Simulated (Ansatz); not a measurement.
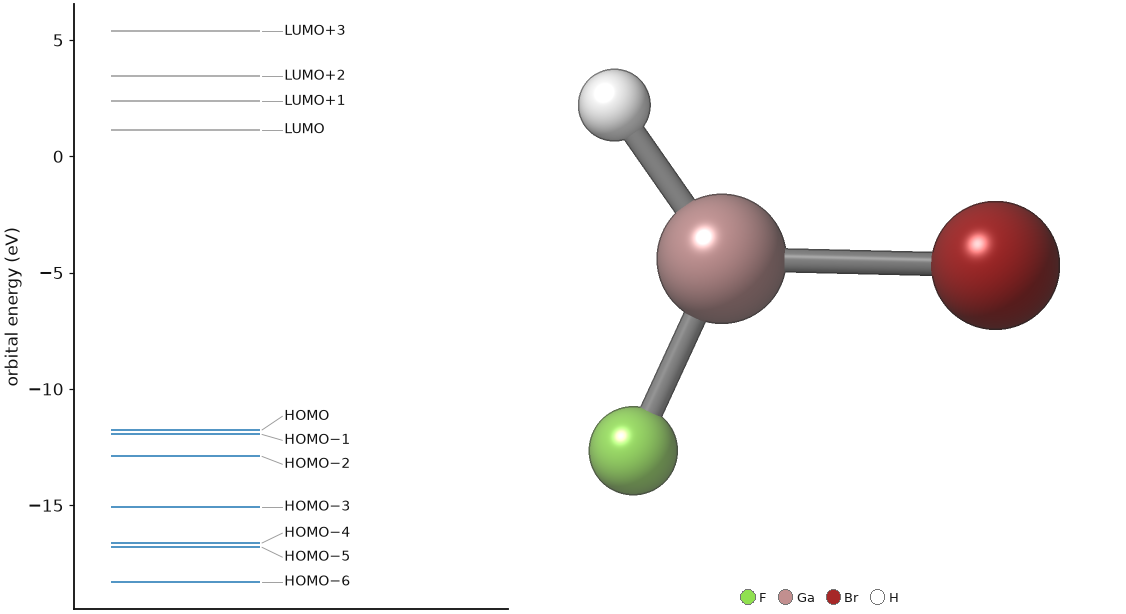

GaHBrF, SMILES [F][GaH][Br], singlet. Hartree-Fock orbital energies near the frontier, HF/def2-TZVPP with the Ansatz code, at a PBE0-D4/def2-TZVP geometry (a minimum by its frequencies), isolated molecule; empty levels in grey, levels within 0.03 eV side by side.

Where do the frontier orbitals lie?

HOMO at −11.76 eV, LUMO at 1.15 eV, 12.91 eV apart.

How far below the HOMO does the next level lie?

0.20 eV.

List the levels.

```
orbital  energy (eV)
 LUMO+3         5.37
 LUMO+2         3.45
 LUMO+1         2.36
   LUMO         1.15
   HOMO       −11.76
 HOMO−1       −11.96
 HOMO−2       −12.90
 HOMO−3       −15.08
 HOMO−4       −16.62
 HOMO−5       −16.81
 HOMO−6       −18.30
```

Note: no scalar relativity up to krypton; spin-orbit coupling is left out, and with Br it can shift these levels and split any degenerate set; empty levels above zero depend strongly on the basis.
